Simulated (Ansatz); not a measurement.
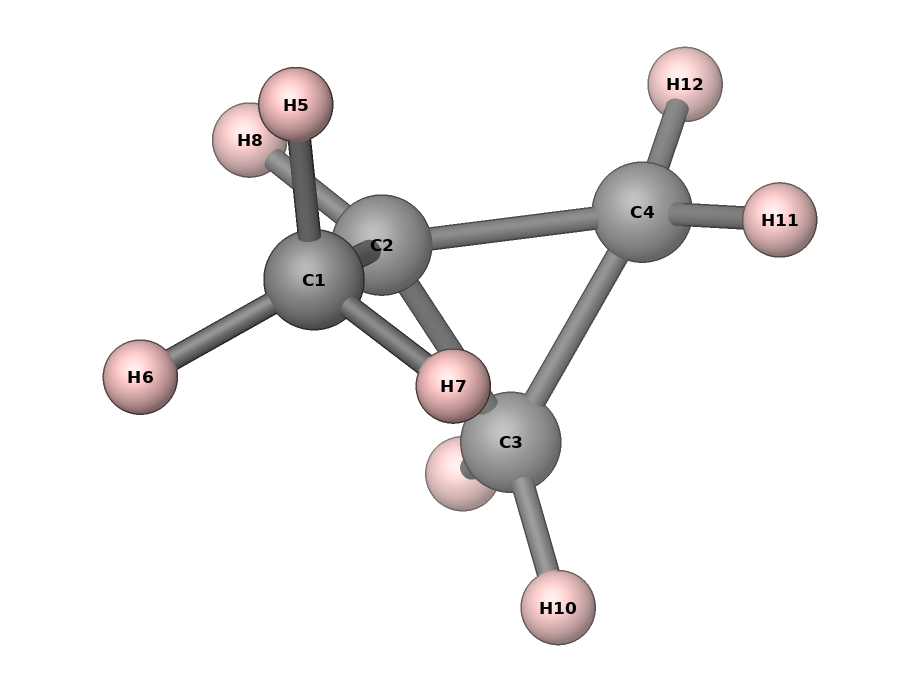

C2 lies behind C1. The molecule seen a little off the C1–C2 bond, C1 in front. Depth is shown by fading: the farther an atom, the more it takes the colour of the background. Computed geometry: PBE-D4/def2-SVP optimisation. No frequency run is at hand to confirm it as a minimum.

> What is the torsion angle H5–C1–C2–C3? The sign is positive where the front bond must turn clockwise to cover the back bond.

155°, antiperiplanar (anti).
